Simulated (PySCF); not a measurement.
# C4H3BO2: runs on many settings, part 2 of 2

PySCF 2.14.0. Atoms count from 0. Earlier steps stand in the parts before.

### 4 Spin-spin couplings: PBE0/3-21G

What the job is given:

```
{"job": {"kind": "j", "xc": "PBE0", "basis": "3-21G"}, "charge": 0, "multiplicity": 1}
C      3.491819    -0.004131    -0.104580
C      2.286927    -0.003192    -0.104737
C      0.927923     0.000646    -0.112088
C     -0.285113     0.007263    -0.118536
B     -1.825568     0.003527    -0.135607
O     -2.529614    -1.145998    -0.251606
O     -2.541726     1.146890    -0.037467
H      4.540207    -0.006066    -0.103964
H     -2.017058    -1.948733    -0.324126
H     -2.038914     1.954447     0.046014
```

Level: PBE0/3-21G indirect spin-spin coupling, non-relativistic, gas phase.

Standard output:

```text
coarse grid: 9464 points
cycle   1  E = -327.1689234294  dE =  1.110e+00  |g| = 7.770e-01  |ddm| = 4.742e+00
cycle   2  E = -327.0720397760  dE =  9.688e-02  |g| = 1.073e+00  |ddm| = 1.774e+00
cycle   3  E = -327.2826476119  dE = -2.106e-01  |g| = 8.419e-02  |ddm| = 1.059e+00
cycle   4  E = -327.2834210224  dE = -7.734e-04  |g| = 6.915e-02  |ddm| = 1.414e-01
cycle   5  E = -327.2845813087  dE = -1.160e-03  |g| = 1.739e-02  |ddm| = 7.346e-02
cycle   6  E = -327.2846573683  dE = -7.606e-05  |g| = 2.521e-03  |ddm| = 1.913e-02
cycle   7  E = -327.2846584734  dE = -1.105e-06  |g| = 1.691e-03  |ddm| = 3.671e-03
final grid: 94576 points
cycle   8  E = -327.3166539458  dE = -2.321e-05  |g| = 5.420e-03  |ddm| = 2.428e-02
cycle   9  E = -327.3166360278  dE =  1.792e-05  |g| = 9.914e-03  |ddm| = 1.472e-02
cycle  10  E = -327.3166611071  dE = -2.508e-05  |g| = 1.694e-03  |ddm| = 9.878e-03
cycle  11  E = -327.3166618275  dE = -7.204e-07  |g| = 4.307e-04  |ddm| = 1.716e-03
cycle  12  E = -327.3166618646  dE = -3.714e-08  |g| = 6.928e-05  |ddm| = 3.768e-04
cycle  13  E = -327.3166618642  dE =  4.463e-10  |g| = 8.209e-05  |ddm| = 1.212e-04
cycle  14  E = -327.3166618659  dE = -1.713e-09  |g| = 6.026e-06  |ddm| = 7.436e-05
cycle  15  E = -327.3166618659  dE = -1.182e-11  |g| = 1.347e-06  |ddm| = 1.139e-05
converged SCF energy = -327.3166618659

Indirect spin-spin couplings (Hz)
  i      j    bonds     total        FC       PSO       DSO        SD
  0 C    1 C    1    143.845   138.851     4.896     0.098         -
  0 C    2 C    2     -1.234     0.225    -1.307    -0.151         -
  0 C    3 C    3     15.204     9.344     5.971    -0.111         -
  0 C    4 B    4     -1.570    -1.686     0.187    -0.052    -0.019
  0 C    7 H    1    168.761   169.875    -1.643     0.529         -
  0 C    8 H    6     -0.292    -0.168    -0.041    -0.084         -
  0 C    9 H    6     -0.289    -0.167    -0.037    -0.085         -
  1 C    2 C    1    111.529   113.084    -1.793     0.238         -
  1 C    3 C    2     -1.494    -0.335    -1.031    -0.128         -
  1 C    4 B    3      2.169     2.151     0.014    -0.042     0.046
  1 C    5 O    4      0.235     0.239    -0.023     0.019         -
  1 C    6 O    4      0.233     0.236    -0.022     0.019         -
  1 C    7 H    2     20.857    18.407     3.637    -1.187         -
  1 C    8 H    5      0.209     0.211     0.022    -0.024         -
  1 C    9 H    5      0.205     0.210     0.022    -0.028         -
  2 C    3 C    1    115.206   111.627     3.428     0.151         -
  2 C    4 B    2      9.903     9.070     0.753    -0.084     0.164
  2 C    5 O    3     -0.469    -0.330    -0.170     0.032         -
  2 C    6 O    3     -0.497    -0.331    -0.199     0.032         -
  2 C    7 H    3      6.848     7.664    -0.316    -0.500         -
  2 C    8 H    4     -0.248    -0.101    -0.104    -0.043         -
  2 C    9 H    4     -0.236    -0.098    -0.088    -0.051         -
  3 C    4 B    1     87.009    87.299    -0.846     0.347     0.209
  3 C    5 O    2      0.064     0.138    -0.074    -0.001         -
  3 C    6 O    2      0.077     0.143    -0.065    -0.001         -
  3 C    7 H    4     -2.897    -4.404     1.852    -0.345         -
  3 C    8 H    3      1.644     1.392     0.089     0.164         -
  3 C    9 H    3      1.638     1.391     0.086     0.161         -
  4 B    5 O    1    -15.297   -18.726     3.705    -0.164    -0.112
  4 B    6 O    1    -15.243   -18.668     3.702    -0.164    -0.112
  4 B    7 H    5      0.888     0.938     0.099    -0.193     0.044
  4 B    8 H    2      0.942     2.587    -0.750    -0.879    -0.015
  4 B    9 H    2      0.949     2.597    -0.749    -0.883    -0.015
  5 O    7 H    6      0.206     0.117     0.011     0.078         -
  5 O    8 H    1    -54.389   -44.903    -8.879    -0.607         -
  5 O    9 H    3     -6.348    -7.034     0.250     0.437         -
  6 O    7 H    6      0.201     0.115     0.008     0.078         -
  6 O    8 H    3     -6.348    -7.035     0.251     0.436         -
  6 O    9 H    1    -54.477   -44.984    -8.886    -0.607         -
  7 H    8 H    7     -0.223     0.092     0.059    -0.374         -
  7 H    9 H    7     -0.225     0.092     0.061    -0.378         -
  8 H    9 H    4      0.999     3.293     0.841    -3.135         -
```

Wall time 4.5 s (1 thread of Intel Xeon Platinum 8375C at 2.90GHz, shared host).

This basis has no tight s functions, so the Fermi-contact terms are rough.

A choice of the couplings up to four bonds, sorted by the number of bonds, with means over like pairs; isotopes 11B, 13C, 1H, 17O:

| pair | bonds | J (Hz) | Fermi contact (Hz) | dihedral (°) |
| --- | --- | --- | --- | --- |
| C0–H7 | 1 | 168.8 | 169.9 | – |
| C0–C1 | 1 | 143.8 | 138.9 | – |
| C2–C3 | 1 | 115.2 | 111.6 | – |
| C1–C2 | 1 | 111.5 | 113.1 | – |
| C3–B4 | 1 | 87.0 | 87.3 | – |
| O5–H8 | 1 | -54.4 | -44.9 | – |
| B4–O5 | 1 | -15.3 | -18.7 | – |
| C1–H7 | 2 | 20.9 | 18.4 | – |
| C2–B4 | 2 | 9.9 | 9.1 | – |
| C1–C3 | 2 | -1.5 | -0.3 | – |
| C0–C2 | 2 | -1.2 | 0.2 | – |
| C0–C3 | 3 | 15.2 | 9.3 | – |
| C2–H7 | 3 | 6.8 | 7.7 | – |
| O5–H9 | 3 | -6.3 | -7.0 | 180 |
| C1–B4 | 3 | 2.2 | 2.2 | – |
| C3–H8 | 3 | 1.6 | 1.4 | 0 |
| C3–H7 | 4 | -2.9 | -4.4 | – |
| C0–B4 | 4 | -1.6 | -1.7 | – |

The spin-dipole term was solved for some atoms only; pairs without it lack that part.

The response was solved for the nuclei of B, C, H alone, so couplings that need other nuclei can be missing.

Quadrupole couplings from the field gradients of the same density:

| atom | isotope | eQq/h (MHz) | η |
| --- | --- | --- | --- |
| O6 | 17O | -7.993 | 0.21 |
| O5 | 17O | -7.991 | 0.21 |
| B4 | 11B | 1.656 | 0.14 |

Shifts (PBE0/pcSseg-1, scaled to CDCl3 for protons on carbon, raw for the others) and these couplings together give the proton spectrum at 600 MHz below. Couplings to quadrupolar nuclei are left out.

¹H NMR δ 4.56 (br s, 2H), 1.49 (s, 1H).

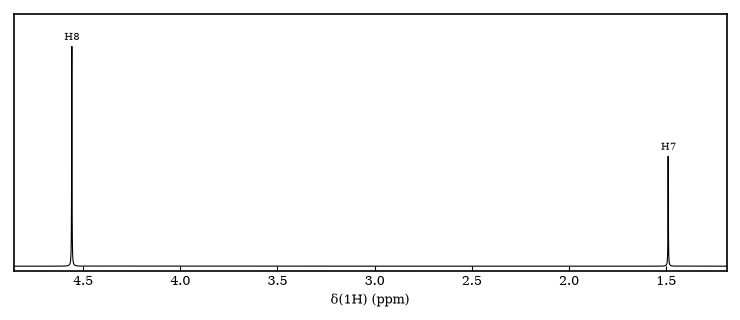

Simulated proton spectrum at 600 MHz, by exact diagonalisation of each spin system; lines 1.2 Hz wide, exchangeable protons uncoupled.

### 5 J couplings: wB97X/6-31G*

Settings changed since step 4:

```diff
@@ -1,2 +1,2 @@
-{"job": {"kind": "j", "xc": "PBE0", "basis": "3-21G"}, "charge": 0, "multiplicity": 1}
+{"job": {"kind": "j", "xc": "wB97X", "basis": "6-31G*"}, "charge": 0, "multiplicity": 1}
 C      3.491819    -0.004131    -0.104580
```

Level: wB97X/6-31G* indirect spin-spin coupling, non-relativistic, gas phase.

Standard output:

```text
coarse grid: 9464 points
cycle   1  E = -329.3178968509  dE =  1.394e+00  |g| = 8.513e-01  |ddm| = 5.215e+00
cycle   2  E = -329.3455091209  dE = -2.761e-02  |g| = 8.319e-01  |ddm| = 1.715e+00
cycle   3  E = -329.4671223411  dE = -1.216e-01  |g| = 5.704e-02  |ddm| = 5.413e-01
cycle   4  E = -329.4679914836  dE = -8.691e-04  |g| = 2.512e-02  |ddm| = 1.169e-01
cycle   5  E = -329.4681416780  dE = -1.502e-04  |g| = 1.297e-02  |ddm| = 4.862e-02
cycle   6  E = -329.4681860059  dE = -4.433e-05  |g| = 1.670e-03  |ddm| = 1.703e-02
cycle   7  E = -329.4681870415  dE = -1.036e-06  |g| = 1.029e-03  |ddm| = 8.302e-03
final grid: 94576 points
cycle   8  E = -329.4035121814  dE = -5.975e-05  |g| = 5.653e-03  |ddm| = 2.399e-01
cycle   9  E = -329.4035130804  dE = -8.990e-07  |g| = 5.536e-03  |ddm| = 1.602e-02
cycle  10  E = -329.4035186028  dE = -5.522e-06  |g| = 4.942e-04  |ddm| = 3.551e-03
cycle  11  E = -329.4035186279  dE = -2.516e-08  |g| = 4.723e-04  |ddm| = 1.187e-03
cycle  12  E = -329.4035186816  dE = -5.366e-08  |g| = 3.678e-05  |ddm| = 5.353e-04
cycle  13  E = -329.4035186822  dE = -6.347e-10  |g| = 1.969e-05  |ddm| = 1.880e-04
converged SCF energy = -329.4035186822

Indirect spin-spin couplings (Hz)
  i      j    bonds     total        FC       PSO       DSO        SD
  0 C    1 C    1    191.938   185.152     6.699     0.088         -
  0 C    2 C    2      6.623     9.168    -2.389    -0.156         -
  0 C    3 C    3     18.097    10.499     7.713    -0.114         -
  0 C    4 B    4     -1.463    -1.656     0.245    -0.052     0.001
  0 C    5 O    5     -0.168    -0.274     0.083     0.022         -
  0 C    6 O    5     -0.171    -0.268     0.075     0.022         -
  0 C    7 H    1    213.472   215.886    -2.914     0.499         -
  0 C    8 H    6     -0.219    -0.138     0.006    -0.086         -
  0 C    9 H    6     -0.215    -0.139     0.011    -0.087         -
  1 C    2 C    1    152.207   153.607    -1.631     0.231         -
  1 C    3 C    2      6.220     8.331    -1.979    -0.132         -
  1 C    4 B    3      2.001     2.014    -0.008    -0.041     0.037
  1 C    5 O    4      0.299     0.320    -0.041     0.020         -
  1 C    6 O    4      0.293     0.312    -0.039     0.020         -
  1 C    7 H    2     36.509    33.239     4.478    -1.208         -
  1 C    8 H    5      0.193     0.187     0.030    -0.024         -
  1 C    9 H    5      0.191     0.188     0.031    -0.028         -
  2 C    3 C    1    154.500   149.129     5.235     0.136         -
  2 C    4 B    2     20.408    19.189     1.003    -0.084     0.301
  2 C    5 O    3     -0.734    -0.582    -0.186     0.034         -
  2 C    6 O    3     -0.768    -0.586    -0.217     0.035         -
  2 C    7 H    3      7.774     8.765    -0.485    -0.506         -
  3 C    4 B    1    135.978   136.429    -1.091     0.358     0.282
  3 C    5 O    2     -1.234    -1.216    -0.019     0.002         -
  3 C    6 O    2     -1.225    -1.219    -0.008     0.002         -
  3 C    7 H    4     -2.201    -4.158     2.310    -0.353         -
  3 C    8 H    3      1.388     1.212     0.013     0.163         -
  3 C    9 H    3      1.375     1.208     0.007     0.161         -
  4 B    5 O    1    -30.930   -34.761     4.068    -0.144    -0.094
  4 B    6 O    1    -30.932   -34.760     4.066    -0.144    -0.094
  4 B    7 H    5      0.929     0.919     0.157    -0.193     0.045
  4 B    8 H    2      2.191     3.609    -0.410    -0.960    -0.048
  4 B    9 H    2      2.234     3.655    -0.409    -0.963    -0.048
  5 O    7 H    6      0.201     0.141    -0.021     0.081         -
  5 O    8 H    1    -84.308   -73.627   -10.230    -0.452         -
  5 O    9 H    3     -6.654    -7.154     0.050     0.450         -
  6 O    7 H    6      0.195     0.138    -0.024     0.081         -
  6 O    8 H    3     -6.651    -7.152     0.051     0.450         -
  6 O    9 H    1    -84.416   -73.727   -10.237    -0.452         -
  7 H    8 H    7     -0.153     0.072     0.152    -0.378         -
  7 H    9 H    7     -0.153     0.073     0.156    -0.381         -
  8 H    9 H    4      1.775     3.064     1.936    -3.226         -
```

It took 8.9 s on 1 thread of Intel Xeon Platinum 8375C at 2.90GHz, shared host; peak memory 0.53 GiB.

The basis is not made for couplings: without tight functions at the nuclei these values are rough.

Key values: J(C0,H7) 213.5 Hz, J(C0,C1) 191.9 Hz, J(C2,C3) 154.5 Hz (means over like pairs).

### 6 Excited states and response: PBE0/6-31G

Settings changed since step 5:

```diff
@@ -1,2 +1,2 @@
-{"job": {"kind": "j", "xc": "wB97X", "basis": "6-31G*"}, "charge": 0, "multiplicity": 1}
+{"job": {"kind": "uv", "xc": "PBE0", "basis": "6-31G", "nstates": 6, "ntriplets": 2, "tda": true, "grid": 0, "scf": {"max_cycle": 73}}, "charge": -1, "multiplicity": 1}
 C      3.491819    -0.004131    -0.104580
```

Method: PBE0/6-31G.

Standard output:

```text
RuntimeError: Electron number 49 and spin 0 are not consistent
Note mol.spin = 2S = Nalpha - Nbeta, not 2S+1
```

Wall time 0.02 s (1 thread of Intel Xeon Platinum 8375C at 2.90GHz, shared host).

Diagnosis: Charge and multiplicity don't fit the number of electrons: an even count needs an odd multiplicity, and the reverse. The remedy is to mend the charge or the multiplicity.

### 7 Side by side: spin-spin couplings

Couplings (Hz), each a mean over the pairs like the one named, with basis size and wall time:

| run | C0–H7 | C0–C1 | C2–C3 | C1–C2 | C3–B4 | O5–H8 | C1–H7 | functions | time |
| --- | --- | --- | --- | --- | --- | --- | --- | --- | --- |
| PBE0/3-21G | 168.8 | 143.8 | 115.2 | 111.5 | 87.0 | -54.4 | 20.9 | 69 | 4.5 s |
| wB97X/6-31G* | 213.5 | 191.9 | 154.5 | 152.2 | 136.0 | -84.4 | 36.5 | 104 | 8.9 s |

### 8 Outcome

What follows sums up all 2 parts.

| quantity | value |
| --- | --- |
| ¹³C shifts against TMS (PBE0/pcSseg-1) | 92.3, 79.4, 76.6, 73.6 ppm |
| ¹H shifts against TMS (PBE0/pcSseg-1, means over atoms taken as alike) | 4.56, 1.47 ppm |
| ¹¹B shifts against BF3·OEt2 (PBE0/pcSseg-1) | 18.8 ppm |
| ¹⁷O shifts against H2O (PBE0/pcSseg-1, means over atoms taken as alike) | 138.8 ppm |
| potential on the surface of density 0.002 e/bohr³, 1st and 99th percentile | -1.58 V and 2.45 V |
| largest coupling of the table (PBE0/3-21G) | ¹J(C,H) C0–H7, 168.8 Hz |
| range of J(C0,H7), mean over like pairs | 168.8 to 213.5 Hz |
| property runs in this session | 5, of which 1 failed and 1 gave unsound results |

What this shows: Single values in the summary come from the first sound run of each kind (PBE0/pcSseg-1; PBE0/3-21G), which need not be the best level. At PBE0/pcSseg-1: The widest tensor belongs to C3: span 297 ppm, with a paramagnetic part of -161 ppm. By nearest atom (PBE0/pcSseg-1), the HOMO sits on C0, C3 about 28 % each; C1, C2 about 17 % each and the LUMO on C0, C2, C3 about 20 % each; B4 14 %. The basis of PBE0/3-21G has no polarisation functions, so its couplings are far from converged. Of the pairs tabulated at PBE0/3-21G, C0–H7 couples most strongly (168.8 Hz; Fermi contact 169.9 Hz). The coupling C0–H7, as a mean over pairs of its kind, runs from 168.8 Hz (PBE0/3-21G) to 213.5 Hz (wB97X/6-31G*). Couplings from bases without tight functions are rough.
